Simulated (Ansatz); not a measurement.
# One shape, several levels: triplet SiBr2

Aim: a comparison of 6 runs (UHF/STO-3G, UB2PLYP/def2-SVPD, UCAM-B3LYP/def2-SVPD, UPBE/def2-SVPD, UPBE0/def2-SVPD, USVWN5/def2-SVPD) of triplet SiBr2. 

The results are computed with Ansatz 0.2.0.

26 further runs of the same task are left out: 1 that didn't finish, 25 set aside as unsound or not needed. Runs told in other sessions of the task aren't counted.

## (1) The structure to begin with

SiBr2 has 3 atoms, charge 0, and is taken as a triplet. As SMILES of the parent species, `Br[Si]Br`. The coordinates come from a PBE0-D4/def2-TZVP relaxation. That shape belongs to the parent species and isn't relaxed for this state.

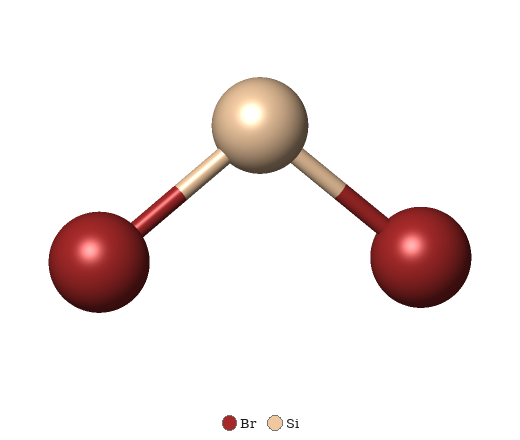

The structure, seen from a chosen angle (bromine red, silicon light orange).

## (2) The energy at UHF/STO-3G (run 1)

in.yaml reads:

```yaml
crystal:
  periodic: [false, false, false]
  atoms:
    - symbol: Br
      position_ang: [0.975100, 1.342100, 0.670900]
    - symbol: Si
      position_ang: [-0.770000, 0.385700, -0.376400]
    - symbol: Br
      position_ang: [-0.216000, -1.792600, -0.307800]
basis:
  gaussian: {orbitals: STO-3G}
magnetization: {spin_polarized: true, initial_magnetization: 2}
hamiltonian: {xc: hf}
accuracy: high
output: {orbitals: {seedname: orbitals}}
```

Command:

```console
ansatz run in.yaml --threads 1 --pin off --max-ram 2610MiB --events-out events.jsonl --progress --plain --runs-dir runs
```

Standard output:

```text
Warning: RAYON_NUM_THREADS=1 ignored (pool sized by the plan → 1); use --threads N
Functional definition: HF
  name "HF"
  exchange = exact_x
  correlation = 0
630 factors; integrals over basis functions are off by at most 1.7e-8 eV
mean field evaluation 1: about -146258.0355 eV, gradient 9.5e0 eV
mean field evaluation 2: about -146258.1031 eV, gradient 9.5e0 eV
mean field evaluation 4: about -146259.3361 eV, gradient 1.1e0 eV
mean field evaluation 8: about -146259.3863 eV, gradient 1.5e-2 eV
mean field -146259.38629528 eV, -5374.9333081789 hartree, gradient 6.1e-8 eV, S^2 2.003703; 0 other end points of the search recorded, 0 dependent functions left out
reference -146259.38629528 eV, -5374.9333081789 hartree; 43, 41 occupied and 2, 4 virtual orbitals, 630 factors
Total energy: -146259.38629528 eV, -5374.9333081789 hartree
```

It took 0.68 s on 1 thread of Arm Neoverse V2, shared host; peak memory 0.12 GiB.

## (3) The energy at UB2PLYP/def2-SVPD (run 2)

job.yaml reads:

```yaml
basis:
  gaussian: {orbitals: def2-SVPD}
crystal:
  periodic: [false, false, false]
  atoms:
    - symbol: Br
      position_ang: [0.975100, 1.342100, 0.670900]
    - symbol: Si
      position_ang: [-0.770000, 0.385700, -0.376400]
    - symbol: Br
      position_ang: [-0.216000, -1.792600, -0.307800]
magnetization: {spin_polarized: true, initial_magnetization: 2}
hamiltonian: {xc: {name: B2PLYP}}
correlation: {frozen_orbitals: {Br: 9, Si: 5}}
accuracy: high
output: {orbitals: {seedname: orbitals}}
```

Command:

```console
ansatz run job.yaml --threads 1 --pin off --max-ram 2610MiB --events-out events.jsonl --progress --plain --runs-dir runs
```

Standard output, shortened:

```text
Warning: RAYON_NUM_THREADS=1 ignored (pool sized by the plan → 1); use --threads N
Functional definition: B2PLYP
  name "B2PLYP"
[...]
1830 factors; integrals over basis functions are off by at most 4.6e-9 eV
[...]
mean field -147920.71493815 eV, -5435.9860097152 hartree, gradient 7.6e-8 eV, S^2 2.007085; 0 other end points of the search recorded, 0 dependent functions left out
23 core orbitals not correlated: weight in the atoms' cores, before any rotation towards them, 1.000 or more for the frozen orbitals, at most 0.000 for the correlated occupied ones
reference -147920.71495790 eV, -5435.9860104413 hartree; 20, 18 occupied and 63, 65 virtual orbitals, 1830 factors
second order -17.41708712 eV of doubles, -0.00000000 eV of singles
Total energy: -147925.41757143 eV, -5436.1588283007 hartree
```

Run time: 22 s. Hardware: 1 thread of Arm Neoverse V2, shared host; peak memory 0.58 GiB.

Runs 3 to 5 aren't shown in full; the table further down has their settings and results.

## (4) A single-point energy at USVWN5/def2-SVPD (run 6)

molecule.yaml reads:

```yaml
crystal:
  periodic: [false, false, false]
  atoms:
    - {symbol: Br, position_ang: [0.975100, 1.342100, 0.670900]}
    - {symbol: Si, position_ang: [-0.770000, 0.385700, -0.376400]}
    - {symbol: Br, position_ang: [-0.216000, -1.792600, -0.307800]}
basis:
  gaussian:
    orbitals: def2-SVPD
hamiltonian:
  xc: {name: SVWN5}
magnetization:
  spin_polarized: true
  initial_magnetization: 2
output: {orbitals: {seedname: orbitals}}
accuracy: high
```

Command:

```console
ansatz run molecule.yaml --threads 1 --pin off --max-ram 2610MiB --events-out events.jsonl --progress --plain --runs-dir runs
```

Standard output:

```text
Warning: RAYON_NUM_THREADS=1 ignored (pool sized by the plan → 1); use --threads N
Functional definition: SVWN5
  name "SVWN5"
  exchange = slater_x
  correlation = vwn5_c
1830 factors; integrals over basis functions are off by at most 4.6e-9 eV
mean field evaluation 1: about -147725.7199 eV, gradient 1.0e1 eV
mean field evaluation 2: about -147725.5809 eV, gradient 8.5e0 eV
mean field evaluation 4: about -147726.1323 eV, gradient 8.7e-1 eV
mean field evaluation 8: about -147726.1362 eV, gradient 1.3e-2 eV
mean field evaluation 16: about -147726.1362 eV, gradient 6.5e-6 eV
mean field evaluation 32: about -147726.1362 eV, gradient 1.4e-8 eV
mean field -147726.13622238 eV, -5428.8353738009 hartree, gradient 5.7e-8 eV, S^2 2.002044; 4 other end points of the search recorded, 0 dependent functions left out
reference -147726.13622587 eV, -5428.8353739291 hartree; 43, 41 occupied and 63, 65 virtual orbitals, 1830 factors
Total energy: -147726.13622587 eV, -5428.8353739291 hartree
```

It took 12 s on 1 thread of Arm Neoverse V2, shared host; peak memory 0.27 GiB.

## (5) The series

| run | level | frozen core orbitals | energy (Eh) | HOMO energy (eV) | LUMO energy (eV) | ⟨S²⟩ | wall time |
| --- | --- | --- | --- | --- | --- | --- | --- |
| 1 | UHF/STO-3G | – | -5374.933308 | -5.62 | 2.15 | 2.004 | 0.68 s |
| 2 | UB2PLYP/def2-SVPD | 23 | -5436.158828 | -6.50 | -4.02 | 2.007 | 22 s |
| 3 | UCAM-B3LYP/def2-SVPD | – | -5437.325582 | -6.71 | -4.38 | 2.006 | 19 s |
| 4 | UPBE/def2-SVPD | – | -5436.162945 | -4.44 | – | 2.003 | 25 s |
| 5 | UPBE0/def2-SVPD | – | -5436.364699 | -5.59 | -5.19 | 2.004 | 18 s |
| 6 | USVWN5/def2-SVPD | – | -5428.835374 | -4.41 | – | 2.002 | 12 s |

## (6) Results

```
                                 quantity           value
                      run 6: total energy  -5428.83537 Eh
run 6: HOMO energy (highest over α and β)        -4.41 eV
                              run 6: ⟨S²⟩           2.002
```

In words: Totals of different functionals can't be ranked against each other. In run 1 the basis is minimal, so the values are rough. All runs together took 97 s, the longest 25 s.
